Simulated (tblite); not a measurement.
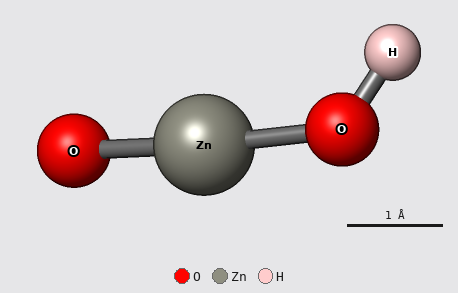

Figure 1. The structure as given in the input (ball-and-stick view, seen at a tilt). Sticks mark near contacts. Bond lengths as drawn: H–O 0.97 Å and O–Zn 1.61 to 1.64 Å.

Geometry relaxation of ZnHO$_{2}$ (charge −1)

ZnHO$_{2}$, charge −1, computed with GFN2-xTB geometry optimisation, gas phase (tblite 0.8.0).

Input:
```
{"job": {"kind": "relax", "xc": "GFN2-xTB", "basis": "xTB"}, "charge": -1, "multiplicity": 1}
O     -0.882605    -1.990166     0.516941
Zn     0.519448    -1.590967     1.209468
O      2.019397    -1.424455     1.854977
H     -1.365062    -2.811479     0.706088
```

The first line tells a small driver script what to run in tblite; the rest is the geometry in Å.

Machine: 1 CPU thread, shared host.

Command:
```bash
OMP_NUM_THREADS=1 python <driver script> task.json out
```

The program's output:
```
step      E/eV     max force
  0    -254.26685    3.388
  1    -254.42109    1.486
  2    -254.50079    1.093
  3    -254.58046    0.658
  4    -254.60151    0.321
  5    -254.60448    0.081
  6    -254.60470    0.055
  7    -254.60484    0.059
  8    -254.60539    0.111
  9    -254.60635    0.167
 10    -254.60822    0.274
 11    -254.61053    0.337
 12    -254.61367    0.280
 13    -254.61620    0.119
 14    -254.61663    0.108
 15    -254.61682    0.049
 16    -254.61693    0.041
 17    -254.61706    0.067
 18    -254.61720    0.072
 19    -254.61741    0.064
 20    -254.61761    0.032
 21    -254.61770    0.017
 22    -254.61772    0.014
 23    -254.61773    0.013
 24    -254.61775    0.014
 25    -254.61780    0.019
 26    -254.61790    0.023
 27    -254.61801    0.021
 28    -254.61808    0.009
 29    -254.61809    0.002
```

Trajectory as extended XYZ (Å, eV, eV/Å), 30 frames, from step=0 to step=29:
```
4
Properties=species:S:1:pos:R:3:forces:R:3 step=0 energy=-254.26685
O    -0.8826   -1.9902    0.5169   -2.8940  -1.4190  -1.0420
Zn    0.5194   -1.5910    1.2095    2.3440   0.6090   1.1690
O     2.0194   -1.4245    1.8550    0.1960   0.0860   0.0740
H    -1.3651   -2.8115    0.7061    0.3540   0.7240  -0.2020
4
Properties=species:S:1:pos:R:3:forces:R:3 step=1 energy=-254.42109
O    -0.9240   -2.0104    0.5021   -0.6570   0.8980  -0.9860
Zn    0.5529   -1.5823    1.2262    0.5430   0.2040   0.3260
O     2.0222   -1.4232    1.8560    0.8340   0.1510   0.3500
H    -1.3600   -2.8011    0.7032   -0.7200  -1.2520   0.3100
4
Properties=species:S:1:pos:R:3:forces:R:3 step=2 energy=-254.50079
O    -0.9496   -2.0031    0.4806   -0.7040   0.1490  -0.5510
Zn    0.5739   -1.5758    1.2375   -0.0900   0.0500   0.0320
O     2.0368   -1.4203    1.8621    0.9960   0.1610   0.4200
H    -1.3699   -2.8178    0.7072   -0.2020  -0.3600   0.0990
4
Properties=species:S:1:pos:R:3:forces:R:3 step=3 energy=-254.58046
O    -1.0037   -1.9991    0.4426   -0.4400  -0.3120  -0.0870
Zn    0.5977   -1.5666    1.2525   -0.2550  -0.0470  -0.0810
O     2.0793   -1.4128    1.8800    0.5980   0.1070   0.2520
H    -1.3822   -2.8386    0.7125    0.0970   0.2520  -0.0840
4
Properties=species:S:1:pos:R:3:forces:R:3 step=4 energy=-254.60151
O    -1.0383   -2.0013    0.4213   -0.1790  -0.2600   0.0560
Zn    0.6079   -1.5623    1.2597   -0.1100  -0.0590  -0.0450
O     2.1095   -1.4073    1.8927    0.2090   0.0620   0.0880
H    -1.3879   -2.8462    0.7138    0.0800   0.2570  -0.1000
4
Properties=species:S:1:pos:R:3:forces:R:3 step=5 energy=-254.60448
O    -1.0505   -2.0041    0.4153   -0.0260  -0.0580   0.0340
Zn    0.6103   -1.5618    1.2616   -0.0200  -0.0560  -0.0150
O     2.1210   -1.4047    1.8975    0.0470   0.0440   0.0200
H    -1.3896   -2.8465    0.7131   -0.0020   0.0710  -0.0390
4
Properties=species:S:1:pos:R:3:forces:R:3 step=6 energy=-254.60470
O    -1.0523   -2.0049    0.4148    0.0110   0.0120   0.0140
Zn    0.6105   -1.5626    1.2617    0.0090  -0.0540  -0.0040
O     2.1231   -1.4037    1.8984    0.0090   0.0390   0.0040
H    -1.3901   -2.8459    0.7126   -0.0300   0.0020  -0.0150
4
Properties=species:S:1:pos:R:3:forces:R:3 step=7 energy=-254.60484
O    -1.0527   -2.0050    0.4151    0.0230   0.0400   0.0050
Zn    0.6107   -1.5640    1.2616    0.0270  -0.0520   0.0040
O     2.1241   -1.4025    1.8988   -0.0100   0.0370  -0.0040
H    -1.3909   -2.8455    0.7120   -0.0410  -0.0250  -0.0050
4
Properties=species:S:1:pos:R:3:forces:R:3 step=8 energy=-254.60539
O    -1.0532   -2.0050    0.4167    0.0460   0.0990  -0.0180
Zn    0.6119   -1.5712    1.2612    0.0820  -0.0440   0.0290
O     2.1270   -1.3969    1.9001   -0.0630   0.0300  -0.0270
H    -1.3945   -2.8440    0.7095   -0.0650  -0.0850   0.0160
4
Properties=species:S:1:pos:R:3:forces:R:3 step=9 energy=-254.60635
O    -1.0530   -2.0040    0.4203    0.0610   0.1470  -0.0400
Zn    0.6154   -1.5863    1.2608    0.1520  -0.0300   0.0630
O     2.1310   -1.3854    1.9019   -0.1280   0.0180  -0.0560
H    -1.4023   -2.8413    0.7045   -0.0850  -0.1350   0.0340
4
Properties=species:S:1:pos:R:3:forces:R:3 step=10 energy=-254.60822
O    -1.0513   -2.0011    0.4286    0.0560   0.1610  -0.0540
Zn    0.6249   -1.6199    1.2605    0.2500  -0.0030   0.1120
O     2.1372   -1.3602    1.9046   -0.2170  -0.0060  -0.0970
H    -1.4197   -2.8359    0.6937   -0.0890  -0.1510   0.0390
4
Properties=species:S:1:pos:R:3:forces:R:3 step=11 energy=-254.61053
O    -1.0475   -1.9968    0.4397    0.0130   0.0930  -0.0430
Zn    0.6388   -1.6612    1.2611    0.3030   0.0240   0.1450
O     2.1409   -1.3298    1.9063   -0.2660  -0.0340  -0.1220
H    -1.4411   -2.8293    0.6804   -0.0500  -0.0830   0.0200
4
Properties=species:S:1:pos:R:3:forces:R:3 step=12 energy=-254.61367
O    -1.0415   -1.9923    0.4518   -0.0590  -0.0320  -0.0170
Zn    0.6557   -1.7015    1.2633    0.2460   0.0280   0.1300
O     2.1387   -1.3011    1.9053   -0.2140  -0.0400  -0.1040
H    -1.4617   -2.8222    0.6672    0.0270   0.0440  -0.0090
4
Properties=species:S:1:pos:R:3:forces:R:3 step=13 energy=-254.61620
O    -1.0373   -1.9898    0.4592   -0.0760  -0.0790  -0.0020
Zn    0.6699   -1.7237    1.2669    0.0280  -0.0240   0.0390
O     2.1309   -1.2863    1.9016   -0.0200   0.0060  -0.0210
H    -1.4724   -2.8173    0.6597    0.0680   0.0960  -0.0160
4
Properties=species:S:1:pos:R:3:forces:R:3 step=14 energy=-254.61663
O    -1.0378   -1.9885    0.4631   -0.0480  -0.0630   0.0040
Zn    0.6791   -1.7421    1.2693   -0.0060  -0.0240   0.0260
O     2.1311   -1.2729    1.9014   -0.0150   0.0030  -0.0190
H    -1.4813   -2.8136    0.6537    0.0690   0.0830  -0.0100
4
Properties=species:S:1:pos:R:3:forces:R:3 step=15 energy=-254.61682
O    -1.0379   -1.9883    0.4648   -0.0040   0.0010  -0.0060
Zn    0.6828   -1.7499    1.2707   -0.0380  -0.0290   0.0120
O     2.1300   -1.2676    1.9006    0.0060   0.0070  -0.0110
H    -1.4838   -2.8112    0.6514    0.0370   0.0200   0.0050
4
Properties=species:S:1:pos:R:3:forces:R:3 step=16 energy=-254.61693
O    -1.0368   -1.9877    0.4670    0.0090   0.0290  -0.0130
Zn    0.6849   -1.7580    1.2716   -0.0300  -0.0230   0.0160
O     2.1290   -1.2625    1.8997   -0.0010   0.0030  -0.0140
H    -1.4860   -2.8089    0.6492    0.0220  -0.0090   0.0110
4
Properties=species:S:1:pos:R:3:forces:R:3 step=17 energy=-254.61706
O    -1.0347   -1.9867    0.4692    0.0180   0.0600  -0.0240
Zn    0.6854   -1.7655    1.2728   -0.0210  -0.0180   0.0200
O     2.1268   -1.2584    1.8979    0.0020   0.0020  -0.0130
H    -1.4864   -2.8064    0.6476    0.0010  -0.0440   0.0170
4
Properties=species:S:1:pos:R:3:forces:R:3 step=18 energy=-254.61720
O    -1.0329   -1.9853    0.4705    0.0140   0.0640  -0.0290
Zn    0.6851   -1.7720    1.2744   -0.0050  -0.0100   0.0250
O     2.1248   -1.2553    1.8959   -0.0010   0.0000  -0.0130
H    -1.4858   -2.8045    0.6467   -0.0080  -0.0530   0.0170
4
Properties=species:S:1:pos:R:3:forces:R:3 step=19 energy=-254.61741
O    -1.0316   -1.9827    0.4703    0.0060   0.0560  -0.0290
Zn    0.6828   -1.7779    1.2776    0.0070  -0.0020   0.0270
O     2.1223   -1.2535    1.8927    0.0030  -0.0010  -0.0110
H    -1.4824   -2.8030    0.6469   -0.0170  -0.0530   0.0120
4
Properties=species:S:1:pos:R:3:forces:R:3 step=20 energy=-254.61761
O    -1.0323   -1.9797    0.4676   -0.0020   0.0240  -0.0170
Zn    0.6798   -1.7811    1.2818    0.0130   0.0060   0.0240
O     2.1212   -1.2535    1.8896    0.0030  -0.0020  -0.0090
H    -1.4776   -2.8028    0.6484   -0.0150  -0.0280   0.0020
4
Properties=species:S:1:pos:R:3:forces:R:3 step=21 energy=-254.61770
O    -1.0345   -1.9784    0.4642   -0.0020  -0.0030  -0.0030
Zn    0.6775   -1.7783    1.2844    0.0030   0.0070   0.0160
O     2.1220   -1.2562    1.8885    0.0070   0.0000  -0.0060
H    -1.4738   -2.8042    0.6504   -0.0080  -0.0030  -0.0070
4
Properties=species:S:1:pos:R:3:forces:R:3 step=22 energy=-254.61772
O    -1.0356   -1.9785    0.4631    0.0020  -0.0100   0.0030
Zn    0.6775   -1.7767    1.2848   -0.0020   0.0060   0.0130
O     2.1230   -1.2569    1.8888    0.0050   0.0000  -0.0070
H    -1.4737   -2.8049    0.6507   -0.0050   0.0040  -0.0090
4
Properties=species:S:1:pos:R:3:forces:R:3 step=23 energy=-254.61773
O    -1.0361   -1.9789    0.4627    0.0050  -0.0080   0.0040
Zn    0.6775   -1.7753    1.2851   -0.0070   0.0040   0.0110
O     2.1237   -1.2575    1.8890    0.0050   0.0000  -0.0070
H    -1.4738   -2.8053    0.6508   -0.0040   0.0040  -0.0080
4
Properties=species:S:1:pos:R:3:forces:R:3 step=24 energy=-254.61775
O    -1.0366   -1.9794    0.4622    0.0100  -0.0070   0.0060
Zn    0.6774   -1.7739    1.2860   -0.0110   0.0020   0.0080
O     2.1248   -1.2579    1.8889    0.0040   0.0000  -0.0070
H    -1.4744   -2.8058    0.6504   -0.0030   0.0040  -0.0070
4
Properties=species:S:1:pos:R:3:forces:R:3 step=25 energy=-254.61780
O    -1.0369   -1.9804    0.4614    0.0160  -0.0020   0.0080
Zn    0.6766   -1.7717    1.2892   -0.0180  -0.0010   0.0040
O     2.1268   -1.2585    1.8877    0.0030   0.0010  -0.0060
H    -1.4754   -2.8065    0.6492   -0.0020   0.0020  -0.0050
4
Properties=species:S:1:pos:R:3:forces:R:3 step=26 energy=-254.61790
O    -1.0362   -1.9817    0.4607    0.0210   0.0020   0.0090
Zn    0.6745   -1.7699    1.2964   -0.0220  -0.0040  -0.0010
O     2.1299   -1.2585    1.8841    0.0010   0.0010  -0.0050
H    -1.4771   -2.8069    0.6463    0.0010   0.0010  -0.0020
4
Properties=species:S:1:pos:R:3:forces:R:3 step=27 energy=-254.61801
O    -1.0337   -1.9828    0.4605    0.0190   0.0050   0.0080
Zn    0.6708   -1.7700    1.3072   -0.0180  -0.0040  -0.0050
O     2.1328   -1.2576    1.8779   -0.0030   0.0000  -0.0030
H    -1.4787   -2.8067    0.6419    0.0020   0.0000   0.0000
4
Properties=species:S:1:pos:R:3:forces:R:3 step=28 energy=-254.61808
O    -1.0308   -1.9828    0.4611    0.0080   0.0030   0.0030
Zn    0.6678   -1.7723    1.3145   -0.0080  -0.0030  -0.0030
O     2.1332   -1.2562    1.8729   -0.0020   0.0000  -0.0010
H    -1.4791   -2.8057    0.6389    0.0020   0.0000   0.0010
4
Properties=species:S:1:pos:R:3:forces:R:3 step=29 energy=-254.61809
O    -1.0295   -1.9823    0.4618    0.0010   0.0010   0.0000
Zn    0.6671   -1.7743    1.3155   -0.0020  -0.0010  -0.0010
O     2.1322   -1.2554    1.8717    0.0000   0.0000   0.0000
H    -1.4786   -2.8050    0.6386    0.0000   0.0000   0.0010
```

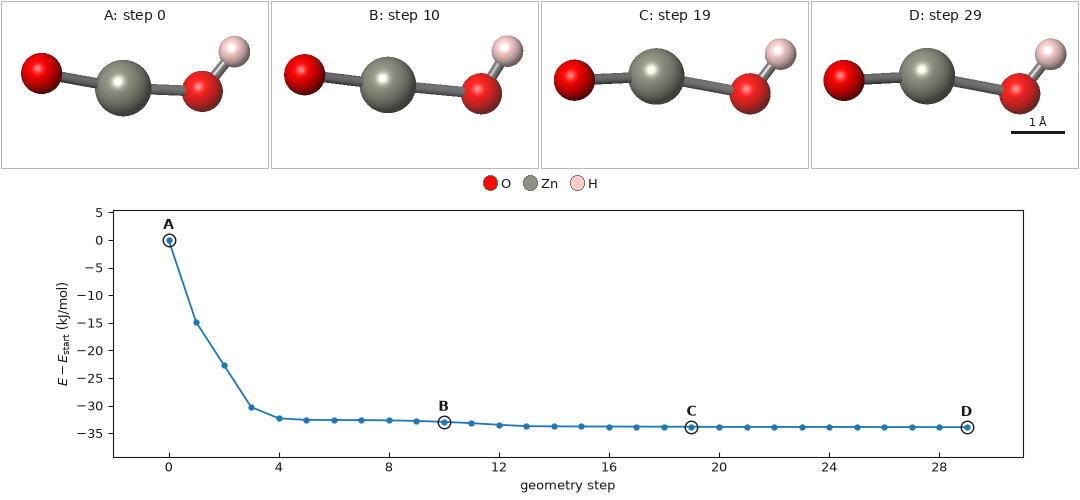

Figure 2. Frames of the relaxation (ball-and-stick view, seen at a tilt) above the curves, on which the letters mark them (steps are counted from 0).

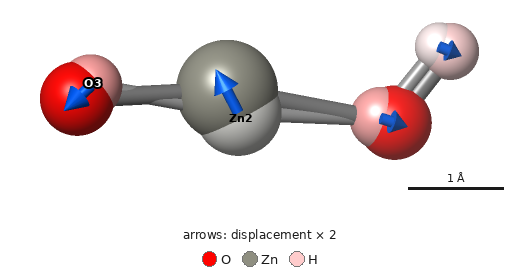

Figure 3. Start (faint) and end (solid) with the displacements as blue arrows, magnified 2 times (ball-and-stick view, seen at a tilt). The two geometries are laid on each other by the best rigid fit. Over 29 geometry steps the energy falls by 33.9 kJ/mol. Largest force component: 2.9 eV/Å at the start, 0.002 eV/Å at the end. The largest move after the best rigid fit is that of Zn2, 0.26 Å. By element the largest moves are Zn 0.26 Å, O 0.20 Å, H 0.13 Å. Among the contacts that change: O1–Zn2 1.614 → 1.911 Å, O1–H4 0.971 → 0.954 Å, Zn2–O3 1.641 → 1.651 Å. Among the angles that change: Zn2–O1–H4 123.9° → 115.4°, O1–Zn2–O3 171.0° → 166.6°. (Atoms are counted from 1 in the order of the input.)

Key numbers:

| quantity | value |
| --- | --- |
| outcome | converged |
| total energy | −254.6181 eV |
| peak memory | 0.17 GiB |
